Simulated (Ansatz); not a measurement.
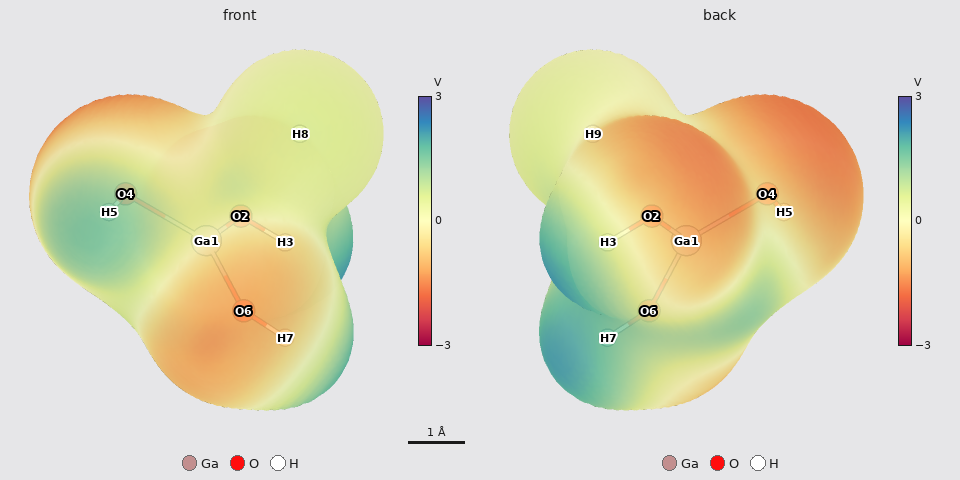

The picture shows: GaH$_{3}$O$_{3}$···H$_{2}$. The electrostatic potential painted on the density surface at 0.001 e/bohr³, seen from the front and from behind; red is negative and blue positive.

Level of theory: RKS r2SCAN/def2-SVP in Ansatz.

```yaml
atoms:
  - { symbol: Ga, position_ang: [0.0565, -0.4311, 0.2511] }
  - { symbol: O, position_ang: [-0.0788, -0.5325, 2.0237] }
  - { symbol: H, position_ang: [-0.9865, -0.5010, 2.3503] }
  - { symbol: O, position_ang: [1.6931, -0.4660, -0.4238] }
  - { symbol: H, position_ang: [1.6796, -0.4534, -1.3896] }
  - { symbol: O, position_ang: [-1.3110, -0.3746, -0.8943] }
  - { symbol: H, position_ang: [-2.1833, -0.4333, -0.4855] }
  - { symbol: H, position_ang: [0.0757, 2.3060, 0.5568] }
  - { symbol: H, position_ang: [0.0841, 1.9499, 1.2299] }
```

Which sites attract a positive test charge, and which a negative one?

Answer. A positive charge is drawn to the negative regions and a negative charge to the positive ones. The most negative region (about −1.7 V) lies over O4, the most positive (about +2.1 V) over H3 and H7. O4 is the likeliest acceptor of a hydrogen bond.
